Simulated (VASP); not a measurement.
Band structure of SiC (6h). Computed with PBEsol GGA, VASP's PBE PAW potentials (set 64) (plane waves; VASP 6.6.1).

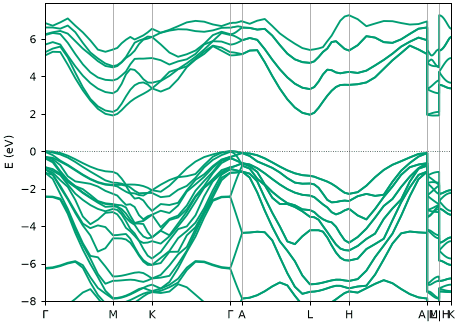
Figure: Bands along high-symmetry lines, zero at the valence-band maximum or, without a gap, the Fermi level

Problem. Read the plot: is there a gap, and where are the band edges?

Solution. The gap is indirect, 1.91 eV, from the valence maximum at Γ to the conduction minimum at L-M at 0.56. (Edges off the drawn lines would not show.)

The compound is SiC in the 6h structure. It was relaxed first.
